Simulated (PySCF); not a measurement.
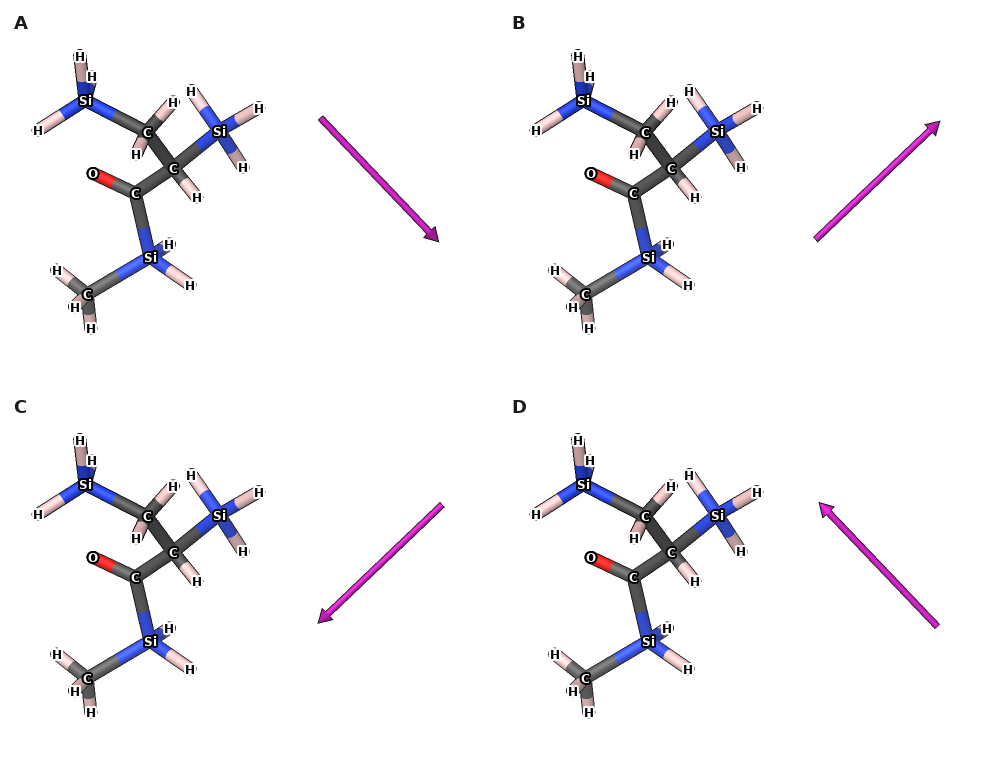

The same molecule four times, each with an arrow. The geometry was computed by an optimisation with GFN2-xTB. No frequency run is at hand to confirm it as a minimum. Method: PBE0/pcSseg-1, gas phase (PySCF 2.14.0).

**Which arrow points along the dipole moment, from the negative to the positive end?**

A. The dipole moment is 3.68 D.

The geometry is semi-empirical. Around Si such bond lengths and angles can be off by a tenth of an ångström or more and by several degrees, and values that hang on the shape move with them.
